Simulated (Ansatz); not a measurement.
Breaking the Be1–H2 bond and 1 like it together in BeH2 (SMILES [BeH2]) (multiplicity 1 held, fragments rigid). Energies count from the point at 1.330 Å.
Geometry at that point (charge 0, multiplicity 1):
```xyz
3

Be     0.00000     0.00000     0.00000
H      0.00000     0.00000    -1.33009
H      0.00000     0.00000     1.33009
```

R- and RO- levels are restricted; in cc, def2 and unpolarised 6-31G sets they are followed outwards from rest. U- levels take the lowest unrestricted solution at each point, which mixes spins at long bonds. Full CI gives the lowest state of the spin. Levels need not reach the same state.

Correlated levels freeze the cores.

The values were computed with Ansatz (a first-principles code). Values without a source in brackets are computed.

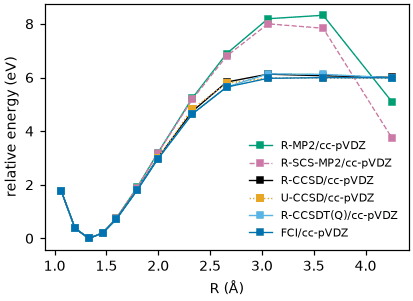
Fig. 1. Relative energy along the coordinate

### Question
Order the other curves in the same basis by their non-parallelity to FCI/cc-pVDZ (largest less smallest deviation, whatever its cause), smallest first.

### Answer
R-CCSDT(Q)/cc-pVDZ (0.17 eV), R-CCSD/cc-pVDZ (0.19 eV), U-CCSD/cc-pVDZ (0.21 eV), R-MP2/cc-pVDZ (3.23 eV), R-SCS-MP2/cc-pVDZ (4.28 eV)

### Question
Read off the R-SCS-MP2/cc-pVDZ curve at R = 4.256.

### Answer
about 3.7 eV

Doubts at one or more of the structures used: a restricted determinant that unrestricted orbitals would lower (R-MP2/cc-pVDZ, R-SCS-MP2/cc-pVDZ, R-CCSD/cc-pVDZ, R-CCSDT(Q)/cc-pVDZ); other coupled-cluster roots lie near (R-CCSD/cc-pVDZ, R-CCSDT(Q)/cc-pVDZ); T1 above 0.05 (R-CCSD/cc-pVDZ, U-CCSD/cc-pVDZ, R-CCSDT(Q)/cc-pVDZ); a spin-contaminated determinant (U-CCSD/cc-pVDZ); the program's own flag: large difference (U-CCSD/cc-pVDZ).
